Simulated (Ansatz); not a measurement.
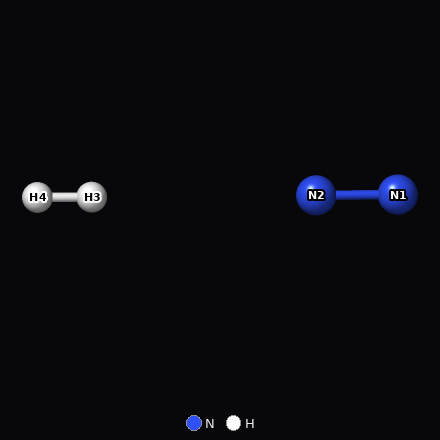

The system is the pair N₂···H₂; the picture shows the reference structure. 
- The turn is about an axis along (0.93, 0.37, 0.02) in the frame of the relaxed pair, normal to the line between the partners.
- The first coordinate is: distance H3···N2; the second: turn of N1, N2 about H3.
- The grid has 15 × 15 points.
- Points are written as (first, second).
- Energies are in kJ/mol, from the lowest grid point.
- Computed with RHF-MP2, frozen core/def2-TZVPD (Ansatz 0.2.0).

Its coordinates:

```xyz
4

N     0.0148    0.1042   -2.5479
N     0.0088    0.0575   -1.4358
H    -0.0094   -0.0665    1.6225
H    -0.0143   -0.0952    2.3612
```

Range: distance H3···N2 from 2.571 to 4.571 Å; turn of N1, N2 about H3 from −120.0 to 120.0°.

### What will the energy surface look like?

The lowest grid point is at (3.044 Å, 0.0°). The energy also falls towards the edge at (3.820 Å, 120.0°) (0.75 kJ/mol above the lowest) and (3.820 Å, −120.0°) (0.75 kJ/mol above the lowest), where a further well may lie outside the range. It is the only kind of minimum in the scanned range. The highest grid point, (2.571 Å, 120.0°), lies 16.61 kJ/mol above the lowest. Round the minimum the two coordinates are nearly uncoupled. At the highest point the unbonded atoms N2···H4 come to 2.29 Å, against 3.78 Å at the lowest; the sum of their van der Waals radii is about 2.9 Å.

```csv
"turn of N1, N2 about H3 ↓, distance H3···N2 →",2.571,2.621,2.702,2.803,2.917,3.044,3.182,3.329,3.485,3.649,3.820,3.998,4.183,4.374,4.571
120.0,16.61,13.94,10.46,7.30,4.87,3.13,2.00,1.32,0.96,0.79,0.75,0.77,0.82,0.89,0.96
102.9,11.25,9.45,7.13,5.03,3.44,2.31,1.59,1.17,0.95,0.87,0.86,0.88,0.93,0.98,1.04
85.7,7.52,6.30,4.75,3.37,2.34,1.63,1.19,0.95,0.85,0.83,0.85,0.90,0.95,1.01,1.06
68.6,5.02,4.18,3.12,2.19,1.51,1.07,0.81,0.70,0.68,0.71,0.77,0.84,0.91,0.98,1.04
51.4,3.33,2.72,1.97,1.32,0.87,0.60,0.48,0.46,0.50,0.58,0.67,0.77,0.86,0.94,1.01
34.3,2.22,1.75,1.18,0.71,0.41,0.25,0.22,0.26,0.35,0.46,0.58,0.70,0.80,0.89,0.97
17.1,1.58,1.19,0.73,0.36,0.14,0.06,0.07,0.15,0.27,0.40,0.53,0.65,0.76,0.85,0.93
0.0,1.38,1.02,0.59,0.25,0.06,0.00,0.03,0.12,0.24,0.38,0.51,0.63,0.74,0.84,0.92
−17.1,1.58,1.19,0.72,0.36,0.14,0.06,0.07,0.15,0.27,0.40,0.53,0.65,0.76,0.85,0.93
−34.3,2.21,1.74,1.17,0.71,0.41,0.25,0.22,0.26,0.35,0.46,0.58,0.70,0.80,0.89,0.97
−51.4,3.32,2.71,1.96,1.31,0.87,0.60,0.48,0.46,0.50,0.58,0.67,0.77,0.86,0.94,1.01
−68.6,5.00,4.16,3.10,2.18,1.50,1.06,0.81,0.70,0.68,0.71,0.77,0.84,0.91,0.98,1.04
−85.7,7.48,6.28,4.73,3.36,2.33,1.62,1.19,0.95,0.85,0.82,0.85,0.90,0.95,1.01,1.06
−102.9,11.20,9.40,7.09,5.01,3.42,2.30,1.58,1.17,0.95,0.87,0.86,0.88,0.93,0.99,1.04
−120.0,16.54,13.87,10.42,7.27,4.85,3.12,1.99,1.32,0.96,0.80,0.75,0.77,0.83,0.89,0.96
```

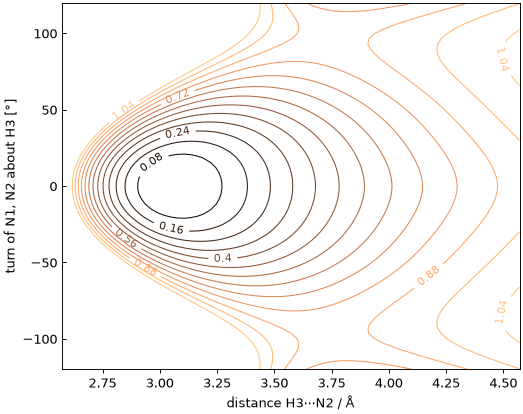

In the figure: contour lines labelled in kJ/mol (none above 1.04). Between grid points the surface is interpolated.

Time for the 225 points that were run: 4.8 min on 1 thread of Arm Neoverse V2, on a shared host.
